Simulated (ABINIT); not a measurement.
# Beyond one shot: BN (Qingsongite), part 3 of 3

How far does self-consistency move the gap of BN (Qingsongite)?

ABINIT 10.8.3; LDA and many-body steps on it, plane waves. Known limits of the many-body steps: not at the basis limit; coarse k mesh.

So far. Step 10 (evGW, cycle 1): Against G0W0 in ABINIT (6×6×6 mesh, 34 bands, screening to 130.6 eV, Godby-Needs plasmon pole), the gap moves by +0.553 eV. Step 13 (evGW, cycle 2): Against the cycle before, the gap moves by +0.037 eV.

### 14. Screening, 6×6×6 mesh, 34 bands, screening to 130.6 eV

This step: RPA screening on LDA, plane waves, norm-conserving pseudopotentials.

Input file run.abi:

```
acell 3*1.0 Angstrom
rprim 
  -0.000000000000 1.807500000000 1.807500000000
  1.807500000000 0.000000000000 1.807500000000
  1.807500000000 1.807500000000 -0.000000000000
ntypat 2
znucl 5 7
natom 2
typat 1 2
xred 
  0.000000000000 0.000000000000 0.000000000000
  0.250000000000 0.250000000000 0.250000000000
pp_dirpath "pseudos"
pseudos "B.upf, N.upf"
ecut 36
ngkpt 6 6 6
nshiftk 1
shiftk 0 0 0
kptopt 1
chksymbreak 0
istwfk *1
occopt 1
irdwfk 1
optdriver 3
nband 34
ecuteps 4.8
inclvkb 2
awtr 1
symchi 1
gwcalctyp 10
mbpt_sciss 2.940 eV
nqptdm 1
qptdm 
  0 0 0
indata_prefix "in"
outdata_prefix "out"
tmpdata_prefix "tmp"
```

Run with:

```bash
$ OMP_NUM_THREADS=1 mpirun -n 4 abinit run.abi > log
```

Log:

```text
.Version 10.8.3 of ABINIT. v10.8.2 released Aug 2026.

 Symmetries : space group F-4 3 m (#216); Bravais cF (face-center cubic)
[... echo of the input left out ...]
== DATASET  1 ==================================================================
-   mpi_nproc: 4, omp_nthreads: 1 (-1 if OMP is not activated)

--- !DatasetInfo
iteration_state: {dtset: 1, }
dimensions: {natom: 2, nkpt: 16, mband: 34, nsppol: 1, nspinor: 1, nspden: 1, mpw: 869, }
cutoff_energies: {ecut:  36.0, pawecutdg:  -1.0, }
[...]
[... chi0 elements left out ...]
 For q-point:  0.000010 0.000020 0.000030
  dielectric constant =   3.8477
  dielectric constant without local fields =   4.0757

  Average fulfillment of the sum rule on Im[epsilon] for q-point    1 :     75.36  [%]
[... wings left out ...]
== END DATASET(S) ==============================================================
================================================================================

 -outvars: echo values of variables after computation  --------
           etotal      0.0000000000E+00
            nband          34
             nkpt          16
          spgroup         216
 [... the other variables as echoed above ...]

 Calculation completed.
```

Wall time 2.8 s (4 MPI ranks of Arm Neoverse N1, shared host); peak memory 0.09 GiB.

Numbers from this step:

* ε∞ with local fields, on this mesh, along the program's q direction: 3.848
* the same without local fields: 4.076
* plasma frequency: 30.56 eV
* plane waves in the screening matrix: 51

This screening uses the functional's bands under a rigid shift, the mean opening of the cycle before.

### 15. Screening, 6×6×6 mesh, 34 bands, screening to 130.6 eV

This step: RPA screening on LDA from quasiparticle energies, plane waves, norm-conserving pseudopotentials.

run.abi, as its differences from that of step 14:

```diff
@@ -29,7 +29,21 @@
 symchi 1
+irdqps 1
 gwcalctyp 10
-mbpt_sciss 2.940 eV
-nqptdm 1
+nqptdm 15
 qptdm 
-  0 0 0
+  0.1666666667 0.0000000000 0.0000000000
+  0.3333333333 0.0000000000 0.0000000000
+  0.5000000000 0.0000000000 0.0000000000
+  0.1666666667 0.1666666667 0.0000000000
+  0.3333333333 0.1666666667 0.0000000000
+  0.5000000000 0.1666666667 0.0000000000
+  -0.3333333333 0.1666666667 0.0000000000
+  -0.1666666667 0.1666666667 0.0000000000
+  0.3333333333 0.3333333333 0.0000000000
+  0.5000000000 0.3333333333 0.0000000000
+  -0.3333333333 0.3333333333 0.0000000000
+  0.5000000000 0.5000000000 0.0000000000
+  0.5000000000 0.3333333333 0.1666666667
+  -0.3333333333 0.3333333333 0.1666666667
+  -0.3333333333 0.5000000000 0.1666666667
 indata_prefix "in"
```

Input file mrgscr.stdin:

```
2
merged
q0_SCR
out_SCR
1
```

Run with:

```bash
$ OMP_NUM_THREADS=1 mpirun -n 4 abinit run.abi > log; mrgscr < mrgscr.stdin
```

Log:

```text
.Version 10.8.3 of ABINIT. v10.8.2 released Aug 2026.

 Symmetries : space group F-4 3 m (#216); Bravais cF (face-center cubic)
[... echo of the input left out ...]
== DATASET  1 ==================================================================
-   mpi_nproc: 4, omp_nthreads: 1 (-1 if OMP is not activated)

--- !DatasetInfo
iteration_state: {dtset: 1, }
dimensions: {natom: 2, nkpt: 16, mband: 34, nsppol: 1, nspinor: 1, nspden: 1, mpw: 869, }
cutoff_energies: {ecut:  36.0, pawecutdg:  -1.0, }
[...]
q-point number  1        q = ( 0.166667, 0.000000, 0.000000) [r.l.u.]
--------------------------------------------------------------------------------
[... chi0 elements left out ...]
  Average fulfillment of the sum rule on Im[epsilon] for q-point    2 :    104.57  [%]

--------------------------------------------------------------------------------
  q-point number  2        q = ( 0.333333, 0.000000, 0.000000) [r.l.u.]
--------------------------------------------------------------------------------
[... chi0 elements left out ...]
  Average fulfillment of the sum rule on Im[epsilon] for q-point    3 :     93.77  [%]

 [... 13 further q-points ...]
```

Wall time 10 s (4 MPI ranks); peak memory 0.32 GiB; 41 s of CPU time.

This step gave:

```yaml
plasma_frequency: 30.56 eV
plane_waves_in_the_screening_matrix: 51
```

This screening reads the quasiparticle levels of the cycle before.

### 16. evGW, cycle 3

This step: evGW on LDA, plane waves, norm-conserving pseudopotentials.

run.abi, as its differences from that of step 15:

```diff
@@ -23,12 +23,10 @@
 irdwfk 1
-optdriver 3
+optdriver 4
 nband 34
-ecuteps 4.8
-inclvkb 2
-awtr 1
-symchi 1
-irdqps 1
 gwcalctyp 10
-nqptdm 15
-qptdm 
+ecutsigx 36
+symsigma 1
+nkptgw 16
+kptgw 
+  0.0000000000 0.0000000000 0.0000000000
   0.1666666667 0.0000000000 0.0000000000
@@ -48,2 +46,23 @@
   -0.3333333333 0.5000000000 0.1666666667
+bdgw 
+  1 8
+  1 8
+  1 8
+  1 8
+  1 8
+  1 8
+  1 8
+  1 8
+  1 8
+  1 8
+  1 8
+  1 8
+  1 8
+  1 8
+  1 8
+  1 8
+ecuteps 4.8
+irdscr 1
+ppmodel 1
+irdqps 1
 indata_prefix "in"
```

Run with:

```bash
$ OMP_NUM_THREADS=1 mpirun -n 4 abinit run.abi > log
```

Log:

```text
.Version 10.8.3 of ABINIT. v10.8.2 released Aug 2026.

 Symmetries : space group F-4 3 m (#216); Bravais cF (face-center cubic)
[... echo of the input left out ...]
== DATASET  1 ==================================================================
-   mpi_nproc: 4, omp_nthreads: 1 (-1 if OMP is not activated)

--- !DatasetInfo
iteration_state: {dtset: 1, }
dimensions: {natom: 2, nkpt: 16, mband: 34, nsppol: 1, nspinor: 1, nspden: 1, mpw: 869, }
cutoff_energies: {ecut:  36.0, pawecutdg:  -1.0, }
[...]
.  kptgw no:  3; Maximum DeltaE = (  -0.008   0.019) for band index:  1
[...]
.  kptgw no: 15; Maximum DeltaE = (  -0.004   0.002) for band index:  1
.  kptgw no: 16; Maximum DeltaE = (  -0.020   0.006) for band index:  1

== END DATASET(S) ==============================================================
================================================================================

 -outvars: echo values of variables after computation  --------
           etotal      0.0000000000E+00
            nband          34
             nkpt          16
          spgroup         216
 [... the other variables as echoed above ...]

 Calculation completed.
```

The job ended after 38 s (4 MPI ranks; peak memory 0.47 GiB).

Numbers from this step:

| Item | Value |
| --- | --- |
| quasiparticle gap on the mesh | 6.634 eV |
| gap of the density functional on the mesh | 4.420 eV |
| k of the valence top | 0, 0, 0 |
| k of the conduction bottom | 0.5, 0.5, 0 |
| least direct quasiparticle gap on the computed points | 11.54 eV |

Against the cycle before, the gap moves by +0.005 eV.

### 17. Side by side

Times are wall times on 4 MPI ranks of Arm Neoverse N1, shared host, good to a factor of about two. A run's time includes the screening step that it read.

```tsv
run	mesh	bands	screening cutoff (eV)	DFT gap (eV)	gap on the mesh (eV)	direct (eV)	ε∞ used	time
G0W0	6×6×6	34	130.6	4.420	6.039	10.830	4.47	14 s
evGW0, cycle 1	6×6×6	34	130.6	4.420	6.337	11.231	4.47	49 s
evGW0, cycle 2	6×6×6	34	130.6	4.420	6.257	11.101	4.47	50 s
evGW0, cycle 3	6×6×6	34	130.6	4.420	6.257	11.105	4.47	49 s
evGW, cycle 1	6×6×6	34	130.6	4.420	6.592	11.489	3.93	51 s
evGW, cycle 2	6×6×6	34	130.6	4.420	6.629	11.531	3.86	52 s
evGW, cycle 3	6×6×6	34	130.6	4.420	6.634	11.536	3.85	51 s
```

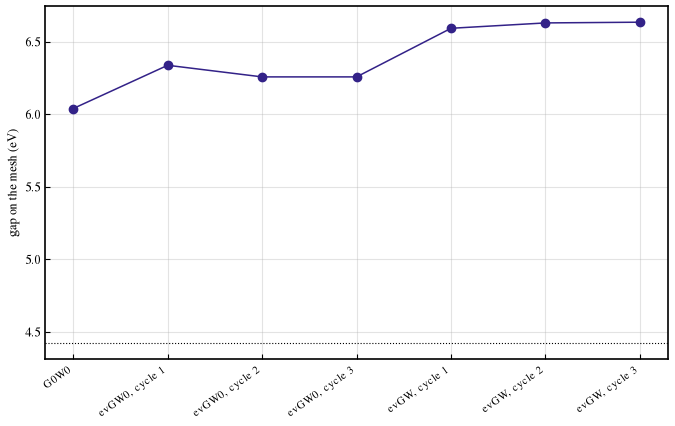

The gap through the cycles; the dotted line is the starting gap.

### 18. Outcome

```
G0W0           : 6.039 eV
evGW0, cycle 1 : 6.337 eV
evGW0, cycle 2 : 6.257 eV
evGW0, cycle 3 : 6.257 eV
evGW, cycle 1  : 6.592 eV
evGW, cycle 2  : 6.629 eV
evGW, cycle 3  : 6.634 eV
known limits   : not at the basis limit; coarse k mesh
```

**Reading.** Only the bands that the input lists are updated; the others, empty or deep, keep the functional's energies or take a rigid shift. The evGW loop starts from the last levels of evGW0, so its cycles and time come on top of those. evGW0 ends at 6.26 eV, +0.22 eV from G0W0, after 3 cycles that took 1.9 min beside the first screening; the last moved the gap by 0.000 eV. evGW ends at 6.63 eV, +0.59 eV from G0W0, after 3 cycles that took 2.6 min beside the first screening; the last moved the gap by 0.005 eV. The first cycle of evGW0 takes the full correction, without the factor Z, so it overshoots the one-shot value. Bands and cutoff are finite, so the gap is not at the basis limit. The miss can reach some tenths of an eV and take either sign; the mesh is an error of its own. The 6×6×6 mesh is coarse for this cell, which bears on the long-range parts of exchange and screening. In the updated screening the q = 0 part is built from Kohn-Sham bands under a rigid shift, the other q from the quasiparticle levels.

[Paths, hosts, dates, memory and timing lines, banners, echoed tables and standing remarks are left out of the program output.]

[Logs are printed without paths, hosts, clocks, repeated set-up lines and the standing remarks that a program may print on its own settings, such as how far it seeks lower states.]

[Runs of the session that timed out or met a known fault of the program may be left out.]

[Hosts, paths, dates, database ids (printed as entryN), source tags and the programs' standing remarks are cut or masked in the printed files.]

[G0W0 gaps are taken among the corrected bands and points alone; a level outside them can change the order at an edge.]

[Where Ansatz stands beside ABINIT at settings called matched, ABINIT's density can come from a denser mesh and the files from another edition; pairs whose starting gaps differed by over 0.03 eV were left out, so agreement reads better than it is.]
